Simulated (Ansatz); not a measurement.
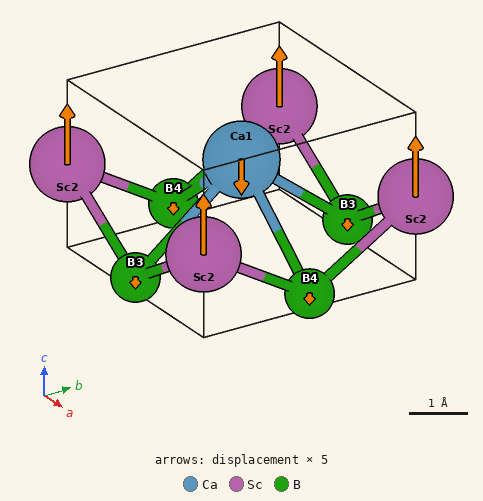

This is a relaxation of crystalline CaScB2 (a generated structure, set up in P4mm). The starting structure is drawn; orange arrows show the displacements (the part carried along by the change of the cell is left out), magnified 5 times.

The picture is a ball-and-stick view of the cell of the calculation, seen from a free direction.

All numbers below come from DFT PBE, scalar-relativistic, plane waves, PAW (Ansatz).

Input file:
```yaml
crystal:
  lattice:
    - [4.3485347156, 0.0, 0.0]
    - [0.0, 4.3485347156, 0.0]
    - [0.0, 0.0, 3.1920237995]
  atoms:
    - { symbol: Ca, position: [0.5, 0.5, 0.620156061] }
    - { symbol: Sc, position: [0.0, 0.0, 0.4968608597] }
    - { symbol: B, position: [0.5, 0.0, 0.0893251947] }
    - { symbol: B, position: [0.0, 0.5, 0.0893251947] }
basis:
  ecutwfc: 420
kpoints:
  mp_grid: { grid: [10, 10, 14] }
hamiltonian:
  xc: pbe
scf:
  occupations: { method: gaussian, width: 0.1 }
output:
  forces: true
  stress: true
  eigenvalues: true
  write_density: true
  write_potential: true
  elf: true
  volumetric_format: npy
relax:
  adjacent_minimum: "off"
  f_tol: 0.01
  max_steps: 80
  cell: { stress_tol: 0.05 }
```

Launched with:
```bash
ansatz run input.yaml --threads 1 --pin off --max-ram 2048MiB --backend cpu --events-out ev --progress --plain --runs-dir out
```

> Atoms of which element are displaced furthest, and by how much?

Scandium: up to 0.23 Å, against 0.14 Å for calcium.

> What happened in the run?

The atom that moves furthest relative to the cell is Sc2 (0.23 Å along +c). Largest moves by element: Sc 0.23 Å, Ca 0.14 Å, B 0.05 Å. Cell: a = b 4.349 → 4.410 Å (+1.4 %), c 3.192 → 3.060 Å (−4.1 %). Volume −1.4 %. Among the contacts that change: Sc2–B3 2.882 → 2.685 Å, Sc2–B3 (another image) 2.534 → 2.683 Å, Ca1–Ca1 3.192 → 3.060 Å, Sc2–Sc2 3.192 → 3.060 Å. The space group (tolerance 0.01 Å) goes from P4mm (No. 99) to P4/mmm (No. 123). The energy falls by 5.4 meV per atom in 8 accepted moves (9 points after the start). The largest force component goes from 0.045 to 0.0049 eV/Å. The pressure goes from −0.17 to 0.01 GPa. At 1 point the geometry stayed and the basis and grid were re-selected for the new cell (energy shift of less than 0.05 meV per atom at most each time). The run took 100 s on 1 thread of Intel(R) Xeon(R) 6975P-C (Granite Rapids) (shared host), peak memory 0.54 GiB.
